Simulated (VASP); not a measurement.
Band structure of TiAl₃ (space group I4/mmm). Method: PBE GGA, VASP's PBE PAW potentials (set 64) (plane waves; VASP).

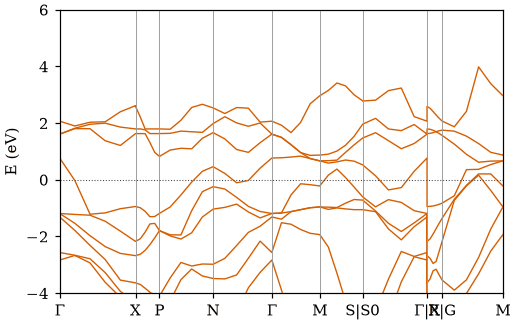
Bands along high-symmetry lines, zero at the valence-band maximum or, without a gap, the Fermi level

Problem. Read the plot: is there a gap, and where are the band edges?

Solution. It has no gap at this level: it comes out as a metal or semimetal.

The structure comes from a computed database's TiAl3 entry; how it stands against other phases isn't given here. The cell was not relaxed at this level. The electron count is odd and the run is not spin-polarised, which forces a metal.
